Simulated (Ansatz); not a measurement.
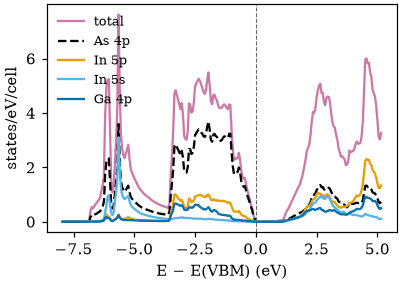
*Total and projected density of states of In2GaAs3 in space group I-4m2 (No. 119; In on 4e, Ga on 2a, As on 2d, As on 4f), the program Ansatz at the r²SCAN level (PAW)*

### Question
Which orbitals carry the states next to the gap?

### Answer
Top 1 eV of the valence band: As 4p 79 %, In 5p 14 %. Bottom 1 eV of the conduction band: As 4p 30 %, As 4s 20 %, Ga 4s 19 %, In 5s 18 %, In 5p 7 %. Projections are on Löwdin-orthogonalised atomic valence shells; empty p or d shells of many metals are not among them.

### Question
Where is the tallest occupied peak in this window, and what makes it?

### Answer
Near -5.7 eV, about 7.6 states/eV per cell; the largest projected share is As 4p.

The first step of the workflow began from a Materials Project structure, measured or hypothetical; the Crystallography Open Database copy checked does not list it. With In and Ga taken as one species the cell has the higher symmetry F-43m, so it may be an ordered model of a mixed-site phase. Its standing as an ambient phase is unchecked. The cell was relaxed with r²SCAN under the symmetry of its start; its stability against distortions is not shown here. Spin–orbit coupling is left out wherever it is not named.

Potentials: the later of the program's two PAW sets.
